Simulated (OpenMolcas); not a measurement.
Excited-state calculation of CH$_{5}$NOSi (part 2 of 3)

CH$_{5}$NOSi, SMILES OC=N[SiH3]; CASPT2/ANO-S-VDZ (OpenMolcas 26.06). The geometry comes from this level: GFN2-xTB.

Geometry of the input (Å):
```
O  -1.1489  2.1285  0.2280
C  -0.6479  0.9273  0.4965
N  -0.0026  0.2711  -0.3499
Si 0.7482  -1.2790  -0.2926
H  -0.9264  2.3707  -0.6854
H  -0.8882  0.6396  1.5249
H  1.7502  -1.3502  0.7733
H  -0.2470  -2.3319  -0.0813
H  1.3626  -1.3761  -1.6135
```

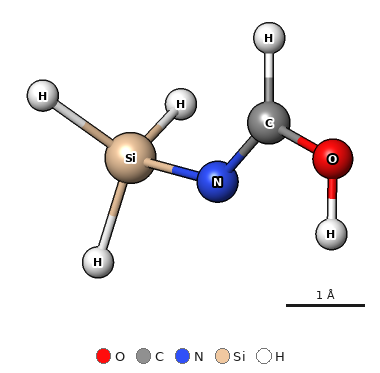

Fig. 1: The input geometry (ball-and-stick view, seen at a tilt).

**Log, continued**
```
      ************************************************************************************************************************
                                                      Wave function printout:
                       occupation of active orbitals, and spin coupling of open shells (u,d: Spin up or down)
      ************************************************************************************************************************

      Note: transformation to natural orbitals
      has been made, which may change the order of the CSFs.

      printout of CI-coefficients larger than  0.05 for root  1
      energy=    -458.944080
      conf/sym  111111     Coeff  Weight
             1  222000  -0.95613 0.91419
             2  22ud00  -0.18242 0.03328
            10  u2200d   0.05541 0.00307
            11  220200   0.15874 0.02520
            31  202020   0.08545 0.00730
            46  022002   0.06610 0.00437

      printout of CI-coefficients larger than  0.05 for root  2
      energy=    -458.751167
      conf/sym  111111     Coeff  Weight
             8  u22d00  -0.96871 0.93840
            23  u2d200   0.20922 0.04377
            44  022u0d  -0.05710 0.00326
           105  u02d20  -0.08805 0.00775

      Natural orbitals and occupation numbers for root  1
      sym 1:   1.977862   1.982860   1.927215   0.072617   0.022220   0.017226

      Natural orbitals and occupation numbers for root  2
      sym 1:   0.979394   1.979026   1.996204   1.019912   0.021716   0.003749

      ************************************************************************************************************************
      *                                                    Final results                                                     *
      ************************************************************************************************************************

++    Final optimization conditions:
      ------------------------------

      Average CI energy                            -458.84762350
      RASSCF energy for state  2                   -458.75116730
      Super-CI energy                                -0.00000000
      RASSCF energy change                           -0.00000000
      Max change in MO coefficients               3.945E-06
      Max non-diagonal density matrix element     2.618E-06
      Maximum BLB matrix element                 -2.458E-07
      (orbital pair  19,  24 in symmetry   1)
      Norm of electronic gradient            6.571E-02
--

      Final state energy(ies):
      ------------------------

::    RASSCF root number  1 Total energy:   -458.94407971
::    RASSCF root number  2 Total energy:   -458.75116730
      Von Neumann Entropy (Root   1) =  0.38462

      Mulliken population analysis for root number:  1
      -----------------------------------------------

++    Molecular charges:
      ------------------

      Mulliken charges per centre
      ---------------------------

                O1      C2      N3      SI4     H5      H6      H7      H8      H9
      Total    8.5223  5.8603  7.6432 13.1156  0.5938  0.7675  1.1504  1.1819  1.1650

      N-E     -0.5223  0.1397 -0.6432  0.8844  0.4062  0.2325 -0.1504 -0.1819 -0.1650

      Total electronic charge=   40.000000

      Total            charge=   -0.000000
--

      Expectation values of various properties for root number:  1
      -----------------------------------------------------------

++    Molecular properties:
      ---------------------

      Charge (e):
                      =   -0.0000
      Dipole Moment (debye):
      Origin of the operator (angstrom)=   -0.0559    0.1483   -0.0475
                   X=  7.3106E-01               Y= -1.7392E+00               Z=  5.8895E-01           Total=  1.9764E+00
      Quadrupole Moment (debye*angstrom):
      Origin of the operator (angstrom)=   -0.0559    0.1483   -0.0475
                  XX= -3.6007E+01              XY=  1.5594E+00              XZ=  1.4344E+00              YY= -3.6087E+01
                  YZ= -3.1291E+00              ZZ= -3.3937E+01
      In traceless form (debye*angstrom)
                  XX= -9.9464E-01              XY=  2.3391E+00              XZ=  2.1516E+00              YY= -1.1157E+00
                  YZ= -4.6936E+00              ZZ=  2.1104E+00
--

      LoProp population analysis for root number:  1
      -----------------------------------------------

++    LoProp analysis:
      ----------------

++    Static properties:
      ------------------

      LoProp Charges per center

                   O1       C2       N3       SI4      H5       H6       H7       H8       H9
      Nuclear      8.0000   6.0000   7.0000  14.0000   1.0000   1.0000   1.0000   1.0000   1.0000
      Electronic  -8.4887  -5.7205  -7.5988 -13.3063  -0.6803  -0.9003  -1.0996  -1.1094  -1.0961

      Total       -0.4887   0.2795  -0.5988   0.6937   0.3197   0.0997  -0.0996  -0.1094  -0.0961
--

      Natural Bond Order analysis for root number:  1

++    Natural Bond Order analysis
      ---------------------------
      Based on LoProp computed density
      -------------------------------------------------------------------------------------
      Atom A       Atom B       Bond Order
      -------------------------------------------------------------------------------------
      NBO located      0.999 non-bonded electrons on atom O1
      NBO located      1.000 non-bonded electrons on atom C2
      NBO located      0.939 non-bonded electrons on atom C2
      NBO located      0.999 non-bonded electrons on atom N3
      NBO located      1.000 non-bonded electrons on atom SI4
      NBO located      0.996 non-bonded electrons on atom SI4
      NBO located      0.997 non-bonded electrons on atom SI4
      NBO located      0.998 non-bonded electrons on atom SI4
      NBO located      0.998 non-bonded electrons on atom SI4
      The remaining   12.902 electrons are to be considered as diffuse
--

--

      Von Neumann Entropy (Root   2) =  1.10547

      Mulliken population analysis for root number:  2
      -----------------------------------------------

++    Molecular charges:
      ------------------

      Mulliken charges per centre
      ---------------------------

                O1      C2      N3      SI4     H5      H6      H7      H8      H9
      Total    8.5271  6.1028  7.4372 13.1030  0.6194  0.7191  1.1490  1.1797  1.1626

      N-E     -0.5271 -0.1028 -0.4372  0.8970  0.3806  0.2809 -0.1490 -0.1797 -0.1626

      Total electronic charge=   40.000000

      Total            charge=   -0.000000
--

      Expectation values of various properties for root number:  2
      -----------------------------------------------------------

++    Molecular properties:
      ---------------------

      Charge (e):
                      =   -0.0000
      Dipole Moment (debye):
      Origin of the operator (angstrom)=   -0.0559    0.1483   -0.0475
                   X=  1.4457E+00               Y= -1.8563E+00               Z= -1.1179E+00           Total=  2.6049E+00
      Quadrupole Moment (debye*angstrom):
      Origin of the operator (angstrom)=   -0.0559    0.1483   -0.0475
                  XX= -3.7659E+01              XY=  1.4806E+00              XZ=  1.1075E+00              YY= -3.6132E+01
                  YZ= -5.0646E+00              ZZ= -3.2739E+01
      In traceless form (debye*angstrom)
                  XX= -3.2235E+00              XY=  2.2209E+00              XZ=  1.6612E+00              YY= -9.3317E-01
                  YZ= -7.5970E+00              ZZ=  4.1567E+00
--

      LoProp population analysis for root number:  2
      -----------------------------------------------

++    LoProp analysis:
      ----------------

++    Static properties:
      ------------------

      LoProp Charges per center

                   O1       C2       N3       SI4      H5       H6       H7       H8       H9
      Nuclear      8.0000   6.0000   7.0000  14.0000   1.0000   1.0000   1.0000   1.0000   1.0000
      Electronic  -8.4904  -5.9788  -7.3929 -13.3135  -0.6737  -0.8455  -1.1042  -1.1135  -1.0875

      Total       -0.4904   0.0212  -0.3929   0.6865   0.3263   0.1545  -0.1042  -0.1135  -0.0875
--

      Natural Bond Order analysis for root number:  2

++    Natural Bond Order analysis
      ---------------------------
      Based on LoProp computed density
      -------------------------------------------------------------------------------------
      Atom A       Atom B       Bond Order
      -------------------------------------------------------------------------------------
      NBO located      0.999 non-bonded electrons on atom O1
      NBO located      0.999 non-bonded electrons on atom C2
      NBO located      0.910 non-bonded electrons on atom C2
      NBO located      0.999 non-bonded electrons on atom N3
      NBO located      0.931 non-bonded electrons on atom N3
      NBO located      1.000 non-bonded electrons on atom SI4
      NBO located      0.996 non-bonded electrons on atom SI4
      NBO located      0.997 non-bonded electrons on atom SI4
      NBO located      0.998 non-bonded electrons on atom SI4
      NBO located      0.998 non-bonded electrons on atom SI4
      The remaining   11.391 electrons are to be considered as diffuse
--

--

      Average orbitals are written to the RASORB file
      Natural orbitals for root   1 are written to the RASORB.1 file
      Natural orbitals for root   2 are written to the RASORB.2 file
      Spin density orbitals for root   1 are written to the SPDORB.1 file
      Spin density orbitals for root   2 are written to the SPDORB.2 file

--- Stop Module: rasscf /rc=_RC_ALL_IS_WELL_ ---
           step11.SpdOrb.1 step11.SpdOrb.2 xmldump
--- Module rasscf spent 1 second ---

--- Start Module: caspt2 ---

                                              &CASPT2

                       available to each process: 1.9 GB of memory, 1 thread

++    Wave function specifications:
      -----------------------------

      Number of closed shell electrons          24
      Number of electrons in active shells       6
      Max number of holes in RAS1 space          0
      Max number of electrons in RAS3 space      0
      Number of inactive orbitals               12
      Number of active orbitals                  6
      Number of secondary orbitals              27
      Spin quantum number                      0.0
      State symmetry                             1
      Number of CSFs                           175
      Number of CASSCF root(s) available         2
      CASPT2 state passed to geometry opt.       2
      A file JOBMIX will be created
      This is a MULTI-STATE CASSCF reference
      Number of CI roots used                    2
      These are:                                 1   2
      Off-diagonal elements of Heff are computed
--

++    Orbital specifications:
      -----------------------

      Symmetry species                           1
                                                 a
      Frozen orbitals                            5
      Inactive orbitals                         12
      Active orbitals                            6
      Secondary orbitals                        27
      Deleted orbitals                           0
      Number of basis functions                 50
--

++    CASPT2 specifications:
      ----------------------

      Type of calculation                        MS-CASPT2
      Fock operator                              state-specific
      IPEA shift                                 0.00
      Real shift                                 0.30
      Imaginary shift                            0.00
      The input orbitals will be transformed to quasi-canonical
--

--------------------------------------------------------------------------------
 Estimated memory requirements:
  POLY3 :                   262414
  RHS:                      308503
  SIGMA :                   358864
  PRPCTL:                        0
 Available workspace:    232485134

++ CASPT2 computation for group   1

********************************************************************************
 Multi-State initialization phase begins for group   1
--------------------------------------------------------------------------------
********************************************************************************
 Compute H0 matrices for state    1
--------------------------------------------------------------------------------
--------------------------------------------------------------------------------
 H0 matrices have been computed.

********************************************************************************
  CASPT2 EQUATION SOLUTION
--------------------------------------------------------------------------------

  Total nr of CASPT2 parameters:
   Before reduction:      176049
   After  reduction:      175257

 Variance of |WF0>:       0.8752535808

 The contributions to the second order correlation energy in atomic units.
-----------------------------------------------------------------------------------------------------------------------------
  IT.      VJTU        VJTI        ATVX        AIVX        VJAI        BVAT        BJAT        BJAI        TOTAL       RNORM
```
